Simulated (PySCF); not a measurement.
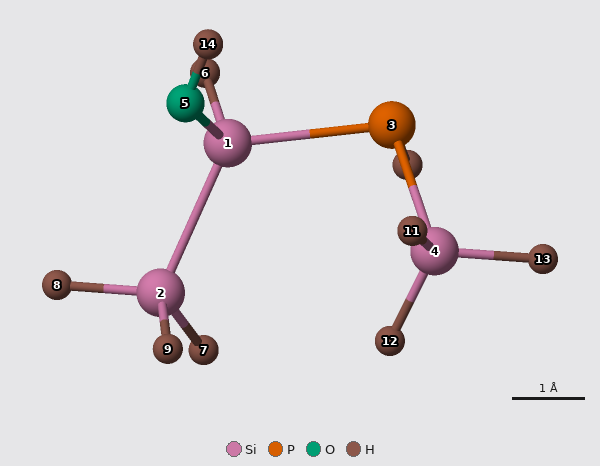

The structure as given in the input (ball-and-stick view, seen at a tilt; atoms are numbered from 1 in the order of the input). Bond lengths as drawn: H–O 0.96 Å, H–P 1.38 Å, H–Si 1.42 to 1.52 Å, O–Si 1.63 Å, P–Si 2.22 to 2.30 Å and Si–Si 2.29 Å.

Geometry relaxation, with input and output: Si$_{3}$PH$_{9}$O

Si$_{3}$PH$_{9}$O, computed with PBE0-D3(BJ)/def2-SVP geometry optimisation, gas phase (PySCF 2.14.0).

## What the program printed
```
step   0  E = -1289.48652951  max force = 0.031954
step   1  E = -1289.49730981  max force = 0.003867
step   2  E = -1289.49767286  max force = 0.001078
step   3  E = -1289.49776633  max force = 0.000769
step   4  E = -1289.49783817  max force = 0.000829
step   5  E = -1289.49790551  max force = 0.000886
step   6  E = -1289.49794771  max force = 0.000539
step   7  E = -1289.49797503  max force = 0.000462
step   8  E = -1289.49799403  max force = 0.000480
step   9  E = -1289.49801374  max force = 0.000556
step  10  E = -1289.49802712  max force = 0.000409
optimisation converged
```

## Trajectory as extended XYZ (Å, eV, eV/Å), 8 of the 11 frames kept, from step=0 to step=10
```
14
Properties=species:S:1:pos:R:3:forces:R:3 step=0 energy=-35088.71572
Si    0.5419    0.5793    1.1084   -1.2507   0.7714  -0.0540
Si    1.1687   -1.5991    0.7987    0.1896  -0.2789   0.5503
P    -1.3930    1.3852    0.1627    1.0646   0.7902   0.0864
Si   -1.4398    0.3122   -1.7747   -1.6431  -0.1902   0.4236
O     1.7618    1.4089    0.4156    1.2796   0.6045  -0.7708
H     0.3708    1.0537    2.5020   -0.0796  -0.2933   0.4727
H     0.0950   -2.5345    1.1030   -0.6655  -0.4205   0.2176
H     2.3005   -1.9363    1.6857    0.2871   0.0153   0.3038
H     1.6123   -1.8959   -0.5452    0.2174   0.0488  -0.9850
H    -2.2034    0.5247    0.8656   -0.8703  -0.7753   0.5684
H    -0.5067    0.9408   -2.6492    0.9329   0.5606  -0.8872
H    -1.1734   -1.1219   -1.6530    0.1635  -0.6173  -0.0481
H    -2.8579    0.5062   -2.2950    0.4662  -0.1189   0.0183
H     1.7168    2.3619    0.2899   -0.0917  -0.0964   0.1040
14
Properties=species:S:1:pos:R:3:forces:R:3 step=1 energy=-35089.00907
Si    0.5676    0.6710    1.0754    0.0502   0.0656   0.1349
Si    1.1020   -1.5853    0.7946    0.0706  -0.0005   0.0091
P    -1.3854    1.3949    0.1883   -0.1989  -0.0457   0.0764
Si   -1.4298    0.2471   -1.7513    0.0446  -0.1463   0.0844
O     1.8383    1.5001    0.3650   -0.0899  -0.1783   0.0171
H     0.4265    0.9771    2.5436    0.0213   0.0146  -0.0885
H    -0.0567   -2.4653    1.1328   -0.0535   0.0213   0.0098
H     2.2474   -1.9403    1.6889    0.0081  -0.0154  -0.0204
H     1.4903   -1.8087   -0.6259    0.0359  -0.0679  -0.0713
H    -2.2256    0.4867    0.9237    0.1630   0.1212  -0.0729
H    -0.4484    0.8779   -2.6661    0.1475   0.0873  -0.1002
H    -1.1061   -1.2096   -1.6345   -0.0044   0.0161   0.0459
H    -2.7879    0.3841   -2.3336   -0.1688   0.0169  -0.0597
H     1.7619    2.4564    0.3137   -0.0258   0.1112   0.0353
14
Properties=species:S:1:pos:R:3:forces:R:3 step=3 energy=-35089.02149
Si    0.5625    0.6845    1.0738    0.0020  -0.0175  -0.0167
Si    1.0937   -1.5757    0.7497    0.0019   0.0018  -0.0146
P    -1.3915    1.4207    0.1839    0.0063   0.0273  -0.0211
Si   -1.4146    0.2184   -1.7280    0.0016   0.0110  -0.0233
O     1.8259    1.5243    0.3725    0.0108   0.0396  -0.0310
H     0.4302    0.9813    2.5386   -0.0064  -0.0092   0.0151
H    -0.0905   -2.4253    1.0883   -0.0010   0.0063   0.0033
H     2.2349   -1.9651    1.6346   -0.0004  -0.0002   0.0012
H     1.4768   -1.8170   -0.6747   -0.0026  -0.0016   0.0166
H    -2.2117    0.5263    0.9363   -0.0129  -0.0236   0.0283
H    -0.3956    0.8180   -2.6421   -0.0156  -0.0179   0.0221
H    -1.1028   -1.2316   -1.5375   -0.0111  -0.0035   0.0025
H    -2.7703    0.3427   -2.3440    0.0186   0.0007  -0.0030
H     1.7472    2.4842    0.3633    0.0087  -0.0131   0.0207
14
Properties=species:S:1:pos:R:3:forces:R:3 step=4 energy=-35089.02345
Si    0.5651    0.6918    1.0668   -0.0029  -0.0122  -0.0426
Si    1.0944   -1.5678    0.7257   -0.0153   0.0024   0.0059
P    -1.3904    1.4330    0.1775    0.0276  -0.0008  -0.0258
Si   -1.4169    0.2003   -1.7171    0.0082   0.0271   0.0040
O     1.8279    1.5434    0.3784    0.0080   0.0403  -0.0177
H     0.4294    0.9736    2.5344   -0.0080  -0.0129   0.0143
H    -0.1005   -2.4047    1.0604    0.0114  -0.0027   0.0030
H     2.2298   -1.9704    1.6121   -0.0024   0.0051   0.0072
H     1.4805   -1.8141   -0.6965   -0.0083   0.0116   0.0059
H    -2.2092    0.5484    0.9430   -0.0166  -0.0208   0.0275
H    -0.3712    0.7624   -2.6248   -0.0173  -0.0193   0.0179
H    -1.1377   -1.2510   -1.4911   -0.0085  -0.0090  -0.0051
H    -2.7599    0.3377   -2.3565    0.0110   0.0051  -0.0050
H     1.7528    2.5034    0.4024    0.0131  -0.0140   0.0104
14
Properties=species:S:1:pos:R:3:forces:R:3 step=6 energy=-35089.02643
Si    0.5726    0.7036    1.0450    0.0029   0.0182  -0.0221
Si    1.1040   -1.5512    0.6853   -0.0086  -0.0008   0.0162
P    -1.3835    1.4499    0.1610    0.0042  -0.0277  -0.0079
Si   -1.4350    0.1645   -1.6984    0.0014   0.0076   0.0270
O     1.8354    1.5824    0.3884   -0.0104  -0.0110   0.0146
H     0.4248    0.9486    2.5191   -0.0052  -0.0013  -0.0014
H    -0.0954   -2.3809    1.0207    0.0116  -0.0098   0.0028
H     2.2348   -1.9590    1.5752    0.0020   0.0065   0.0003
H     1.4901   -1.7985   -0.7359   -0.0114   0.0091  -0.0107
H    -2.2042    0.5928    0.9592    0.0076   0.0055   0.0010
H    -0.3220    0.6233   -2.5810    0.0059  -0.0025  -0.0035
H    -1.2631   -1.2938   -1.4149   -0.0011  -0.0034  -0.0044
H    -2.7395    0.3656   -2.3958   -0.0056   0.0096  -0.0060
H     1.7750    2.5385    0.4867    0.0067   0.0001  -0.0058
14
Properties=species:S:1:pos:R:3:forces:R:3 step=7 energy=-35089.02717
Si    0.5727    0.7049    1.0395    0.0030   0.0165   0.0078
Si    1.1087   -1.5476    0.6807    0.0032  -0.0005   0.0041
P    -1.3829    1.4495    0.1578   -0.0119  -0.0096   0.0022
Si   -1.4425    0.1577   -1.6953   -0.0036  -0.0071   0.0092
O     1.8354    1.5875    0.3882   -0.0057  -0.0237   0.0136
H     0.4230    0.9436    2.5149   -0.0045   0.0058  -0.0063
H    -0.0807   -2.3866    1.0270    0.0027  -0.0049   0.0029
H     2.2488   -1.9453    1.5634    0.0058   0.0028  -0.0068
H     1.4830   -1.7914   -0.7445   -0.0070  -0.0002  -0.0073
H    -2.2045    0.6013    0.9648    0.0121   0.0070  -0.0061
H    -0.3072    0.5848   -2.5649    0.0103   0.0027  -0.0050
H    -1.3099   -1.3037   -1.4057   -0.0009   0.0013   0.0010
H    -2.7315    0.3890   -2.4123   -0.0039   0.0052  -0.0025
H     1.7818    2.5423    0.5008    0.0005   0.0048  -0.0068
14
Properties=species:S:1:pos:R:3:forces:R:3 step=9 energy=-35089.02822
Si    0.5665    0.7062    1.0396   -0.0036  -0.0093   0.0286
Si    1.1137   -1.5426    0.6775    0.0075   0.0012  -0.0115
P    -1.3885    1.4474    0.1586   -0.0126   0.0235   0.0085
Si   -1.4487    0.1503   -1.6886    0.0004  -0.0109  -0.0223
O     1.8300    1.5823    0.3836    0.0156  -0.0052   0.0013
H     0.4192    0.9496    2.5143   -0.0031   0.0062  -0.0044
H    -0.0468   -2.4044    1.0625   -0.0054   0.0045   0.0046
H     2.2904   -1.9176    1.5210    0.0065  -0.0024  -0.0104
H     1.4410   -1.7791   -0.7611    0.0007  -0.0073   0.0035
H    -2.2107    0.6090    0.9738    0.0022  -0.0037  -0.0031
H    -0.2760    0.5342   -2.5297    0.0001   0.0019   0.0015
H    -1.3743   -1.3139   -1.3924   -0.0036   0.0036   0.0059
H    -2.7088    0.4269   -2.4411    0.0025  -0.0049   0.0034
H     1.7871    2.5376    0.4965   -0.0069   0.0029  -0.0057
14
Properties=species:S:1:pos:R:3:forces:R:3 step=10 energy=-35089.02859
Si    0.5632    0.7071    1.0427   -0.0051  -0.0153   0.0147
Si    1.1145   -1.5405    0.6756    0.0027   0.0013  -0.0092
P    -1.3922    1.4481    0.1611   -0.0030   0.0210   0.0060
Si   -1.4484    0.1477   -1.6846    0.0038  -0.0044  -0.0188
O     1.8270    1.5781    0.3809    0.0185   0.0071  -0.0006
H     0.4185    0.9564    2.5164   -0.0015   0.0010  -0.0006
H    -0.0328   -2.4096    1.0836   -0.0039   0.0055   0.0048
H     2.3115   -1.9078    1.4933    0.0034  -0.0020  -0.0062
H     1.4138   -1.7761   -0.7693    0.0014  -0.0051   0.0047
H    -2.2141    0.6107    0.9769   -0.0028  -0.0060  -0.0003
H    -0.2618    0.5171   -2.5133   -0.0048  -0.0003   0.0025
H    -1.3938   -1.3161   -1.3830   -0.0036   0.0017   0.0044
H    -2.6969    0.4367   -2.4517    0.0022  -0.0054   0.0035
H     1.7855    2.5343    0.4861   -0.0075   0.0008  -0.0048
```

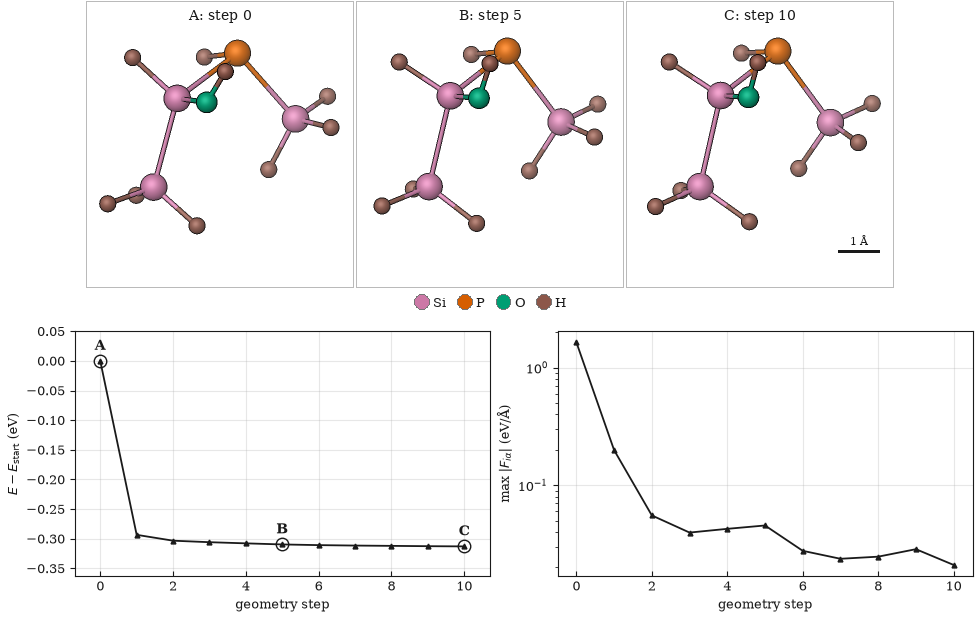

Frames of the relaxation (ball-and-stick view, seen at a tilt) above the curves, on which the letters mark them (steps are counted from 0).

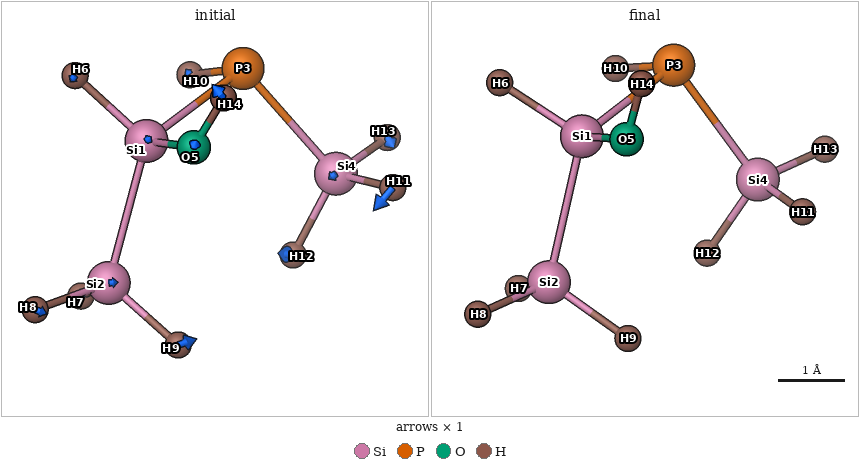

Before (left) and after (right) the relaxation, at one scale (ball-and-stick view, seen at a tilt). The blue arrows give the displacements, at true length. After 10 geometry steps the energy has fallen by 0.313 eV. The largest force component goes from 1.6 to 0.021 eV/Å. The atom that moves furthest after the best rigid fit is H11 (0.49 Å). By element the largest moves are H 0.49 Å, O 0.18 Å, Si 0.16 Å, P 0.05 Å. Distances before and after: Si4–H11 1.425 → 1.494 Å, Si1–Si2 2.288 → 2.343 Å, P3–H10 1.375 → 1.429 Å, Si2–H9 1.446 → 1.494 Å. Among the angles that change: Si2–Si1–H6 117.6° → 109.6°, Si1–O5–H14 121.6° → 116.2°, P3–Si4–H13 104.9° → 109.2°. (Atoms are counted from 1 in the order of the input.)

This output came from the following input.

## Input file
```
{"job": {"xc": "PBE0", "basis": "def2-SVP", "d3": "d3bj", "grid": 2, "kind": "geom", "shake": 0.01}, "charge": 0, "multiplicity": 1}
Si     0.541896     0.579274     1.108444
Si     1.168730    -1.599061     0.798731
P     -1.392986     1.385192     0.162700
Si    -1.439806     0.312239    -1.774740
O      1.761813     1.408899     0.415560
H      0.370796     1.053726     2.501990
H      0.094984    -2.534486     1.103011
H      2.300449    -1.936250     1.685724
H      1.612284    -1.895921    -0.545205
H     -2.203430     0.524688     0.865555
H     -0.506726     0.940804    -2.649186
H     -1.173398    -1.121880    -1.653006
H     -2.857925     0.506231    -2.295041
H      1.716843     2.361937     0.289874
```

The first line tells a small driver script what to run in PySCF; the rest is the geometry in Å.

Launch command:
```bash
OMP_NUM_THREADS=1 python <driver script> task.json out
```

## Summary

| quantity | value |
| --- | --- |
| outcome | converged |
| total energy | −1289.498027 hartree |
| dipole moment | 0.66 D |
| point group | C1 |
| hardware | 1 CPU thread, shared host |
| wall time | 1.9 min |
| peak memory | 0.68 GiB |
